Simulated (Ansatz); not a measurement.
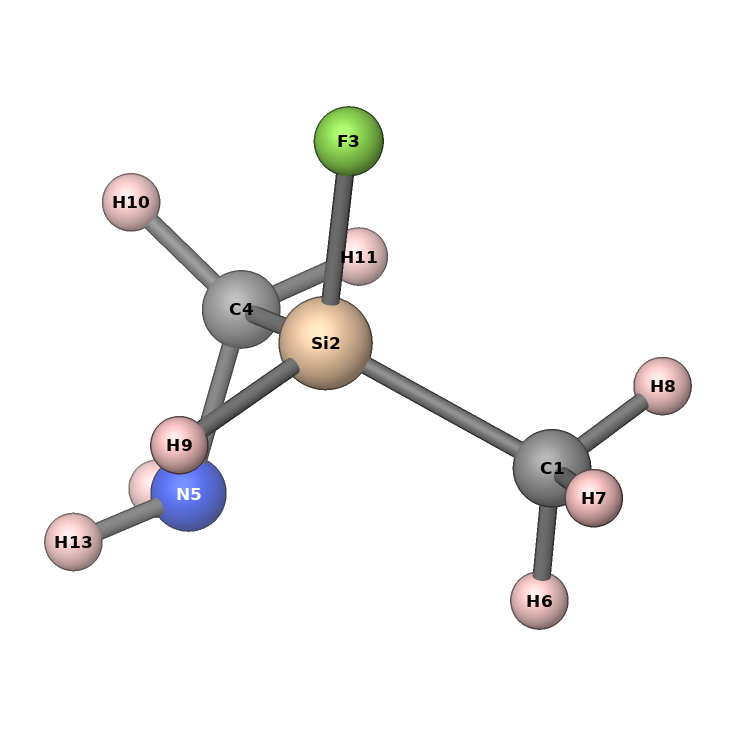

C4 lies behind Si2. The molecule seen a little off the Si2–C4 bond, Si2 in front. Depth is shown by fading: the farther an atom, the more it takes the colour of the background. The computed structure is the end point of a PBE0-D4/def2-TZVP optimisation. No frequency run is at hand to confirm it as a minimum.

Question: What is the torsion angle F3–Si2–C4–N5? The sign is positive where the front bond must turn clockwise to cover the back bond.

Answer: −170°, antiperiplanar (anti). The bonds about Si2–C4 are staggered.
